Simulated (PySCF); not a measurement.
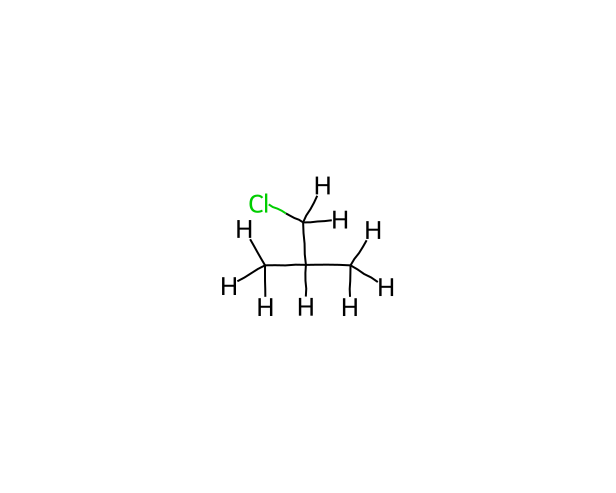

Skeletal drawing of a molecule.

Question: Write the SMILES.

Answer: CC(C)CCl

Question: Give the formula, hydrogens included.

Answer: C4H9Cl.

The parts below concern this one geometry. Atoms keep their numbers from picture to picture. The geometry was computed by an optimisation with PBE0-D3(BJ)/def2-SVP. No frequency run is at hand to confirm it as a minimum.

### Excitation

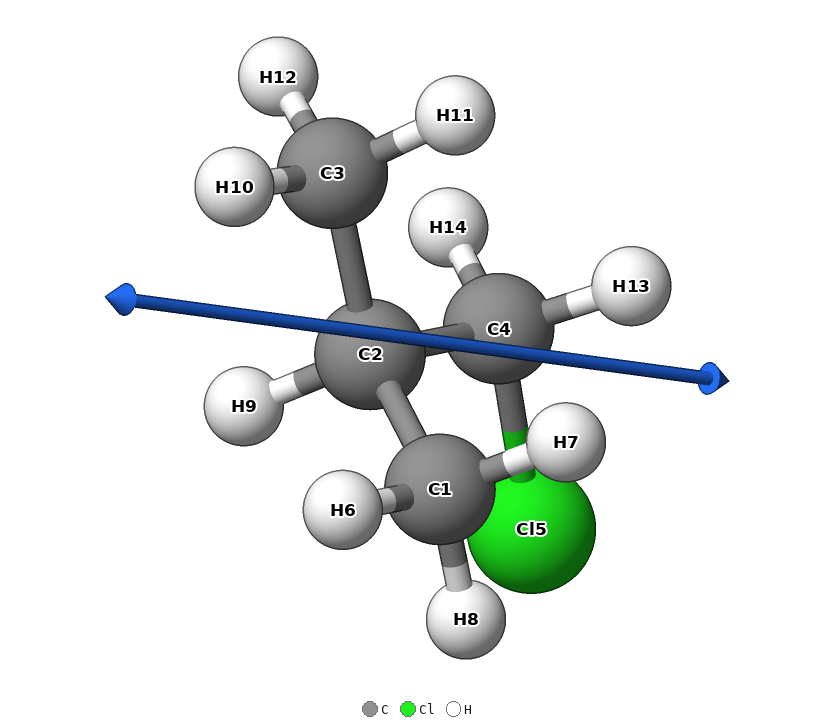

The double arrow shows the direction of the transition dipole to excited singlet state 4 (its length means nothing). No frequency run is at hand to confirm it as a minimum. Properties computed with TDDFT CAM-B3LYP/def2-SVPD, vertical, gas phase, core orbitals frozen in the response (PySCF 2.14.0).

Question: Give its energy, strength and character.

Answer: 8.27 eV (150 nm), oscillator strength 0.028, of mixed character, with the largest part HOMO−1 → LUMO+1 (weight 0.44); transition dipole 0.95 D.

### NMR shielding

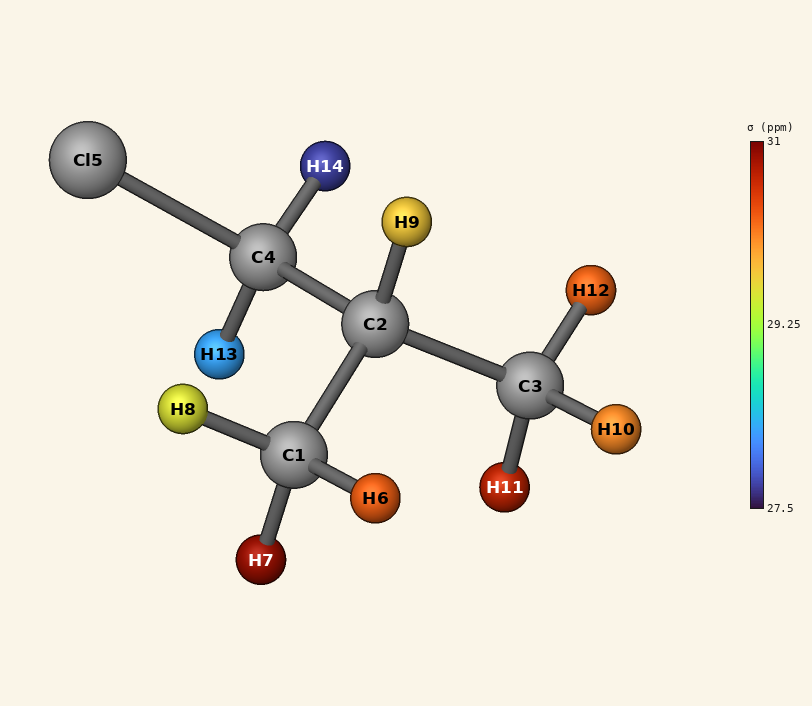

Atoms are coloured by their isotropic NMR shieldings (H only, the others grey). No frequency run is at hand to confirm it as a minimum. Properties computed with GIAO PBE0/pcSseg-1 NMR shielding, non-relativistic, IEF-PCM chloroform (PySCF 2.14.0).

Question: Which H atom is the most shielded (lowest chemical shift)?

Answer: H7 (30.85 ppm).

Question: Which H atom is the least shielded (highest chemical shift)?

Answer: H14 (27.74 ppm).

Question: How wide is the range of H shifts?

Answer: 3.11 ppm.

Give the isotropic NMR shieldings of the H atoms atom by atom.

```csv
atom,σ (ppm)
H6,30.27
H7,30.85
H8,29.56
H9,29.73
H10,30.06
H11,30.64
H12,30.24
H13,28.26
H14,27.74
```

### Charges

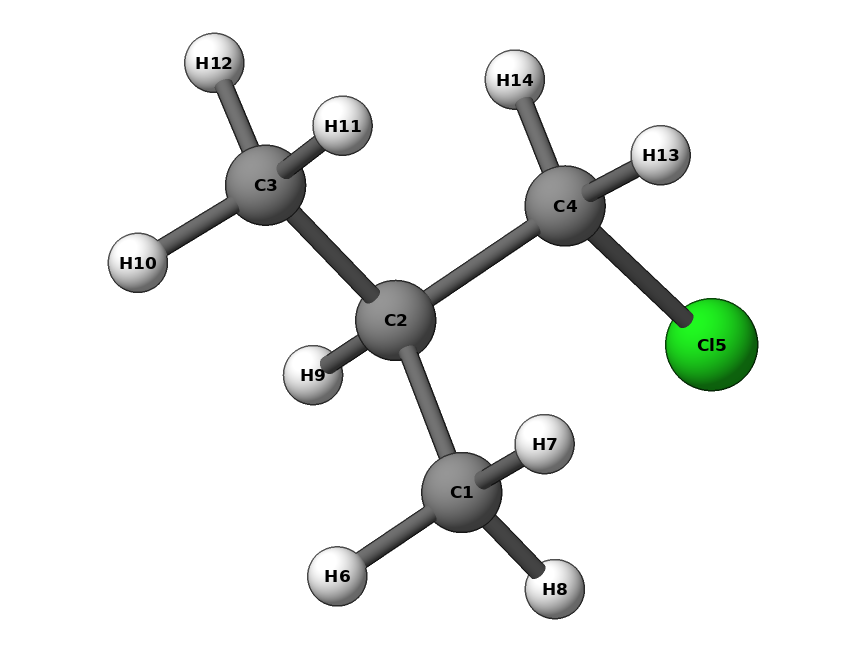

The questions are on Mulliken charges. No frequency run is at hand to confirm it as a minimum. Level of theory: PBE0/pcSseg-1 in chloroform (IEF-PCM) (PySCF 2.14.0).

Question: Which atom carries the highest charge (most positive or least negative)?

Answer: H13, H14 (0.17 e).

Question: And the lowest?

Answer: C2 (−0.37 e).

List the Mulliken charges.

```
atom  value (e)
  C1      −0.24
  C2      −0.37
  C3      −0.25
  C4      −0.15
 Cl5      −0.20
  H6       0.12
  H7       0.11
  H8       0.13
  H9       0.14
 H10       0.13
 H11       0.12
 H12       0.12
 H13       0.17
 H14       0.17
```

Mulliken values depend strongly on the basis set and can even reverse the polarity of a bond.
